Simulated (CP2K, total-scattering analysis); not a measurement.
**formic acid: neutron diffraction with isotope substitution**

Two samples of formic acid (18 formic acid; O 40.0, C 20.0, H 40.0 atom %; 310 K, fixed volume; ρ₀ = 0.0798 Å⁻³) differ only in the isotope of H: D (b = 6.6681 fm) and H (b = -3.7395 fm). Other lengths: O 5.8037, C 6.6472 fm. The data are simulated by ab initio molecular dynamics with CP2K (revPBE-D3(BJ), Gaussian and plane waves, DZVP-MOLOPT-SR basis, GTH potentials, 400 Ry, CSVR thermostat, no spin, fixed volume, H with the mass of D). The average runs over 0.66 ps of 90 atoms, so shells between rare elements are rough. Mean temperature 318 K, largest m.s.d. 1.40 Å², energy drift +2 meV an atom (last third less first, no steady trend); the first quarter of the run is discarded. Start: last frame of a classical run of this cell at the same density and temperature. So short a stretch relaxes bonds and nearest shells but still remembers its start. It is a liquid as far as so short a run tells. The partials come from the cell's reciprocal vectors below 4 Å⁻¹ and from g(r) above; absorption, incoherent and inelastic scattering are left out. F(Q) = Σ ci cj bi bj (Sij − 1), in barn per steradian and atom:

```tsv
Q (Å⁻¹)	2H	1H	difference
0.9	-0.257	-0.238	-0.019
1.2	-0.139	-0.189	0.050
1.5	0.032	-0.107	0.139
1.8	0.374	0.102	0.272
2.1	0.179	0.113	0.066
2.4	0.020	0.077	-0.057
2.7	-0.049	-0.028	-0.021
3.0	-0.090	-0.064	-0.026
3.3	-0.090	-0.069	-0.022
3.6	-0.073	-0.058	-0.015
3.9	-0.057	-0.035	-0.022
4.2	-0.055	-0.015	-0.040
4.5	-0.070	-0.006	-0.064
4.8	-0.083	0.010	-0.093
5.1	-0.068	0.037	-0.105
5.4	-0.034	0.059	-0.093
5.7	-0.003	0.066	-0.069
6.0	0.019	0.057	-0.038
6.3	0.043	0.037	0.006
6.6	0.065	0.010	0.056
6.9	0.075	-0.015	0.090
7.2	0.069	-0.032	0.101
7.5	0.050	-0.041	0.091
7.8	0.022	-0.043	0.065
8.1	-0.006	-0.038	0.032
8.4	-0.023	-0.028	0.004
8.7	-0.030	-0.017	-0.013
9.0	-0.030	-0.008	-0.022
9.3	-0.026	0.001	-0.027
9.6	-0.015	0.009	-0.024
9.9	-0.008	0.012	-0.020
10.2	-0.009	0.012	-0.020
10.5	-0.010	0.013	-0.023
10.8	-0.005	0.019	-0.024
```

The first difference in real space, ΔG(r), in barn (from the pair functions, so without the broadening of a finite Q range):

```
r (Å)  first difference G(r)
 0.50                 -0.351
 0.58                 -0.351
 0.66                 -0.351
 0.74                 -0.351
 0.82                 -0.351
 0.90                 -0.339
 0.98                  1.877
 1.06                  1.873
 1.14                  0.929
 1.22                 -0.350
 1.30                 -0.351
 1.38                 -0.342
 1.46                 -0.298
 1.54                 -0.263
 1.62                 -0.215
 1.70                 -0.156
 1.78                 -0.162
 1.86                  0.060
 1.94                  0.377
 2.02                  0.673
 2.10                  0.107
 2.18                 -0.266
 2.26                 -0.205
 2.34                 -0.119
 2.42                 -0.078
 2.50                 -0.093
 2.58                 -0.124
 2.66                 -0.119
 2.74                 -0.080
 2.82                 -0.015
 2.90                 -0.014
 2.98                 -0.070
 3.06                 -0.065
 3.14                 -0.055
 3.22                 -0.034
 3.30                 -0.039
 3.38                 -0.014
 3.46                 -0.019
 3.54                  0.018
```

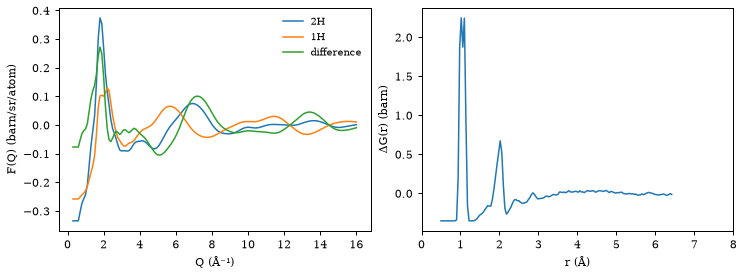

**Question.** Which pairs survive in the difference, and what is the first shell of H?

Pairs without H cancel. ΔG(r) = Σ W [g(r) − 1] with W = 2 c(H) c(j) b(j) Δb, and c(H)² (b₁² − b₂²) for H–H: H–O 0.1933, H–C 0.1107, H–H 0.0488 barn. At small r, ΔG → −ΣW = -0.353; in this finite cell the H–H term carries (N − 1)/N with N = 36 atoms of H, which gives -0.351.

The first feature holds O–H (1.00 Å, 0.5 neighbours by the coordinates) and C–H (1.10 Å, 0.5 neighbours by the coordinates) together, so its area gives only their weighted sum.

Shells of H from the coordinates: O–H at 1.00 Å, 0.5 neighbours to 1.28 Å; C–H at 1.10 Å, 0.5 neighbours to 1.40 Å (first peaks with a usable minimum only). Counts average over all H, whatever molecule they sit on, and second peaks of a pair (H two bonds away, hydrogen bonds) add features between 1.5 and 2.5 Å that aren't listed. The structure is taken to be the same for both isotopes, which holds least well for H and D.

[Logs are printed without paths, hosts, clocks, repeated set-up lines and the standing remarks that a program may print on its own settings, such as how far it seeks lower states.]
